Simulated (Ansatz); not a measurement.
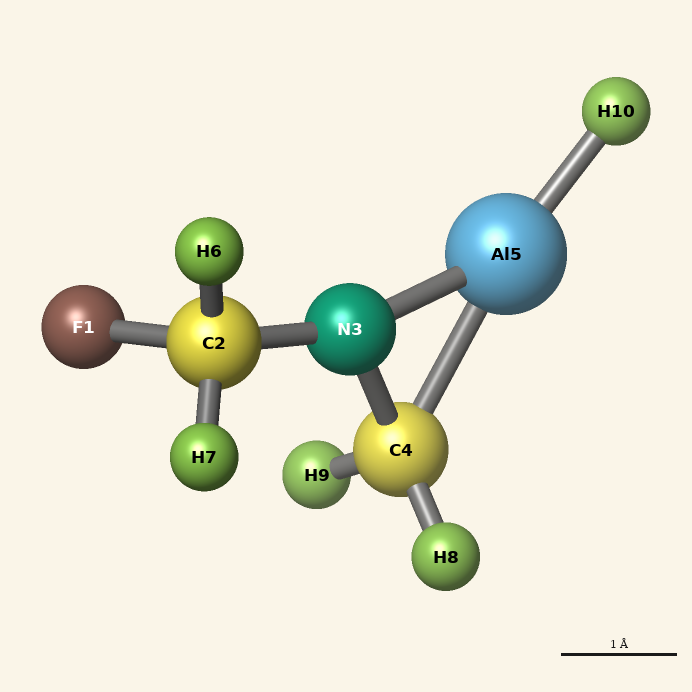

The computed structure is the end point of a PBE-D4/def2-SVP optimisation. No frequency run is at hand to confirm it as a minimum.

Give the bond lengths.

| bond | length (Å) |
| --- | --- |
| F1–C2 | 1.409 |
| C2–N3 | 1.404 |
| C2–H6 | 1.113 |
| C2–H7 | 1.119 |
| N3–C4 | 1.516 |
| N3–Al5 | 1.766 |
| C4–Al5 | 1.947 |
| C4–H8 | 1.113 |
| C4–H9 | 1.111 |
| Al5–H10 | 1.585 |
